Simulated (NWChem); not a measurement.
# LiI (Lithium Iodide): wB97X/def2-QZVP (core potential)

What is the electronic atomisation energy of LiI (Lithium Iodide) at wB97X/def2-QZVP (core potential)? 

The results are computed with NWChem 7.3.0.

## 1. The system as given

LiI has 2 atoms, charge 0, and is taken as a singlet. As SMILES, `[Li][I]`. The bond length is the measured one.

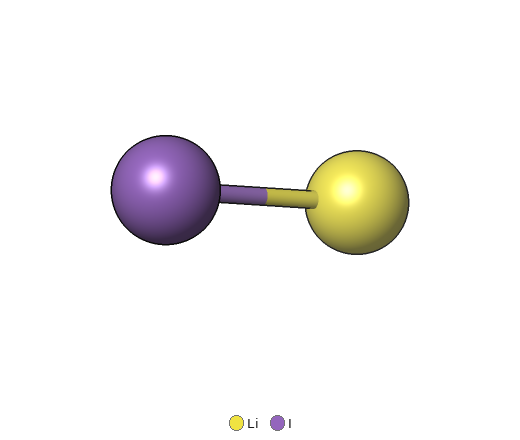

The structure, seen from a chosen angle (lithium yellow, iodine purple).

## 2. The energy at wB97X/def2-QZVP (core potential)

ili.nw

```
start ili
memory total 2200 mb
charge 0

geometry units angstrom noautosym nocenter noautoz
   Li     0.000000     0.000000     0.000000
   I      0.000000     0.000000     2.391924
end

basis spherical bse
   * library def2-QZVP
end

ecp bse
   I library def2-QZVP
end

dft
   xc wb97x
   grid fine
   convergence energy 1e-08
   maxiter 100
   mulliken
   print low
end

task dft energy
```

On the command line:

```
nwchem ili.nw > ili.out
```

The log of the run:

```text
[...]
 d= 0,ls=0.0,diis     1   -305.3318372424 -3.22D+02  3.78D-03  2.02D-01     9.4
[...]
 d= 0,ls=0.0,diis    10   -305.3501191427 -3.52D-09  2.91D-07  2.50D-10    88.9
         Total DFT energy =     -305.350119142663
      One electron energy =     -562.751544515021
           Coulomb energy =      265.023162672479
    Exchange-Corr. energy =      -24.214360508458
 Nuclear repulsion energy =       16.592623208337
[...]
      Total Density - Mulliken Population Analysis
     ---------------------------------------------
    Atom       Charge   Shell Charges
 -----------   ------   -------------------------------------------------------
    1 Li   3     2.62   1.76 -0.04  0.26  0.15  0.09 -0.00  0.00  0.18  0.13  0.00  0.03  0.05  0.01
    2 I   25    25.38   0.03  0.71  1.15  0.21  0.83  0.80  0.18 -0.01  5.45  0.78  1.87  2.48  0.88  8.96  0.89  0.16  0.00  0.00  0.00  0.00  0.00  0.00
[...]
```

Run time: 89 s. Hardware: 1 thread of AMD EPYC 9R45 (Zen 5), shared host; peak memory 0.21 GiB.

## 3. The I atom

i.nw

```
echo
start i
title "Lithium Iodide"
memory stack 880 mb heap 220 mb global 1100 mb
geometry noautosym nocenter noautoz
 I        0.000000       0.000000       0.000000
end
basis spherical bse
 I library def2-QZVP
end
ecp bse
 I library def2-QZVP
end
dft
 xc wb97x
 mult 2
 grid fine
 convergence energy 1e-08
 iterations 100
 mulliken
 print low
end
task dft energy
```

On the command line:

```
nwchem i.nw > i.out
```

The log of the run:

```text
[...]
 d= 0,ls=0.0,diis     1   -297.7209356999 -2.98D+02  1.58D-03  4.46D-02     2.1
[...]
 d= 0,ls=0.0,diis     7   -297.7301978746 -3.19D-09  2.29D-07  5.65D-11    19.3
[...]
         Total DFT energy =     -297.730197874619
      One electron energy =     -517.597896684966
           Coulomb energy =      242.120220993497
    Exchange-Corr. energy =      -22.252522183150
 Nuclear repulsion energy =        0.000000000000
[...]
      Total Density - Mulliken Population Analysis
     ---------------------------------------------
    Atom       Charge   Shell Charges
 -----------   ------   -------------------------------------------------------
    1 I   25    25.00   0.04  0.71  1.15  0.22  0.86  0.86  0.17 -0.01  5.45  0.78  1.77  2.37  0.64  8.97  0.89  0.14  0.00  0.00  0.00  0.00  0.00  0.00
     --------------------------------------------
      Spin Density - Mulliken Population Analysis
     --------------------------------------------
    Atom       Charge   Shell Charges
 -----------   ------   -------------------------------------------------------
    1 I   25     1.00   0.00 -0.00 -0.00 -0.02  0.04 -0.01 -0.00  0.01  0.02  0.01  0.42  0.47  0.07 -0.01  0.00  0.01 -0.00  0.00  0.00  0.00  0.00  0.00
[...]
      <S2> =      0.7528 (Exact =     0.7500)
[...]
```

Wall time 20 s (1 thread of AMD EPYC 9R45 (Zen 5), shared host); peak memory 0.21 GiB.

## 4. The Li atom at the same level

run.nw

```
start run
title "Li energy"
memory stack 880 mb heap 220 mb global 1100 mb

geometry units atomic noautosym nocenter noautoz
 Li     0.00000000     0.00000000     0.00000000
end

basis "ao basis" spherical bse
 * library def2-QZVP
end

dft
 xc wb97x
 mult 2
 grid fine
 convergence energy 1e-08
 iterations 100
 mulliken
 noprint "final vectors analysis"
end

task dft energy
```

Run the same way, it converges to -7.48184 Eh (log not shown).

## 5. Summary of results

At wB97X/def2-QZVP (core potential):

| quantity | value |
| --- | --- |
| molecule: total energy | -305.35012 Eh |
| I atom: total energy | -297.73020 Eh |
| I atom: ⟨S²⟩ | 0.753 |
| Li atom: total energy | -7.48184 Eh |
| Li atom: ⟨S²⟩ | 0.750 |
| electronic atomisation energy | 3.757 eV |

Taking the molecule apart into free atoms costs 3.76 eV (363 kJ/mol), before zero-point energy and without spin-orbit coupling.
